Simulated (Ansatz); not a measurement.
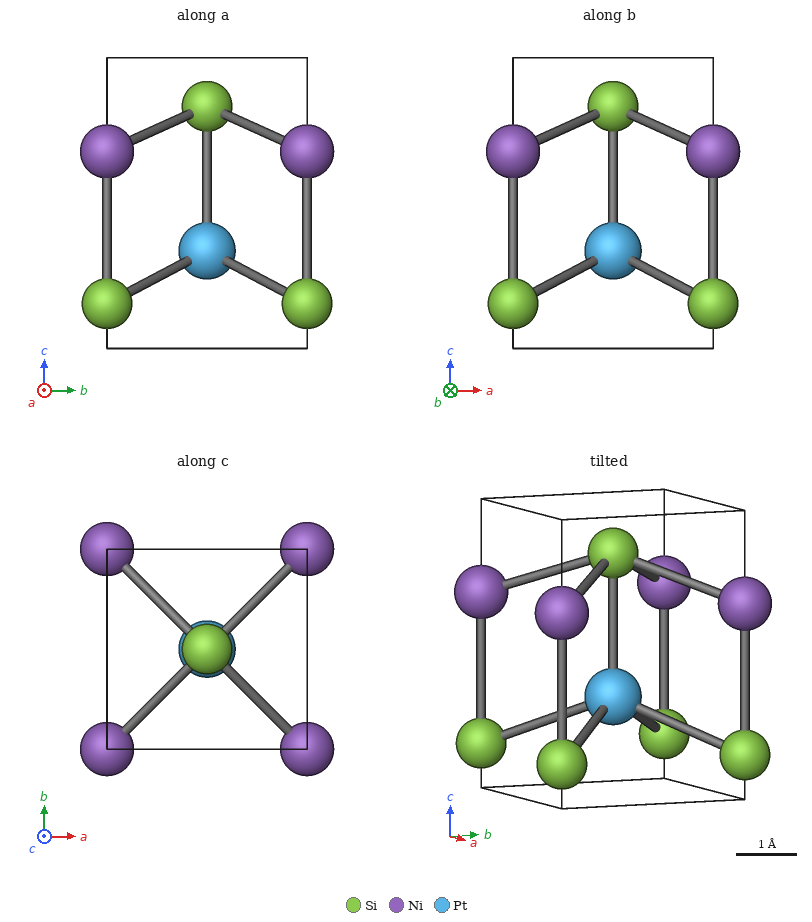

Drawn in the ball-and-stick manner and seen along the a axis, along the b axis, along the c axis and slightly off an axis. The box is the conventional unit cell; atoms on or close to its faces, edges and corners are drawn wherever they repeat.

Lattice parameters: a = 3.3903 Å, b = 3.3903 Å, c = 4.9309 Å, α = 90.000°, β = 90.000°, γ = 90.000°.

> Transcribe the picture into a CIF in P1 with every atom of the cell, with free fractional coordinates to two decimals.

```cif
data_structure
_symmetry_space_group_name_H-M 'P 1'
_symmetry_Int_Tables_number 1
_cell_length_a 3.3903
_cell_length_b 3.3903
_cell_length_c 4.9309
_cell_angle_alpha 90.000
_cell_angle_beta 90.000
_cell_angle_gamma 90.000
_cell_volume 56.68
loop_
_atom_site_label
_atom_site_type_symbol
_atom_site_fract_x
_atom_site_fract_y
_atom_site_fract_z
_atom_site_occupancy
Si1 Si 0.50 0.50 0.83 1
Si2 Si 0.00 0.00 0.15 1
Ni1 Ni 0.00 0.00 0.68 1
Pt1 Pt 0.50 0.50 0.34 1
```

Origin of the cell: a structure type filled with these elements by a generator (whether the compound takes this form wasn't checked). It was relaxed at fixed volume with DFT PBE, scalar-relativistic, plane waves, PAW (Ansatz 0.2.0).

At this level of theory the cell isn't at rest (stretched, at -8 GPa), so its distances can differ from those at equilibrium, the more so the softer the solid.
